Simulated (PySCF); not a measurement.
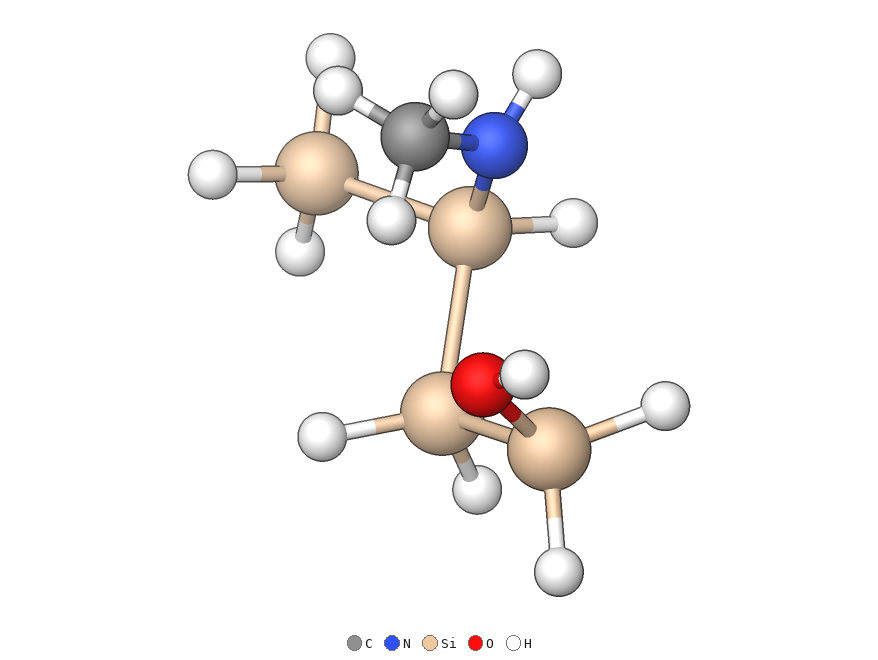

The computed structure is the end point of a PBE0-D3(BJ)/def2-SVP optimisation. No frequency run is at hand to confirm it as a minimum.

Draw it as a skeletal formula.

SMILES: CN[Si@H]([SiH3])[SiH2][SiH2]O

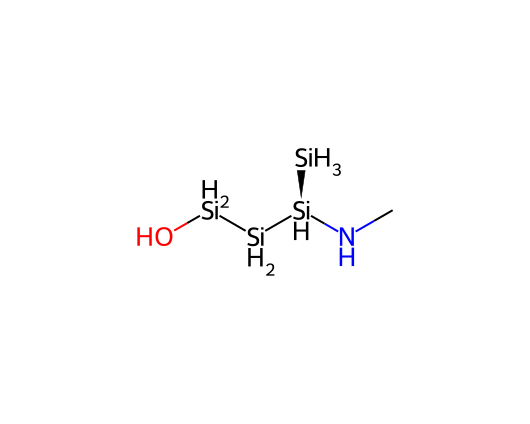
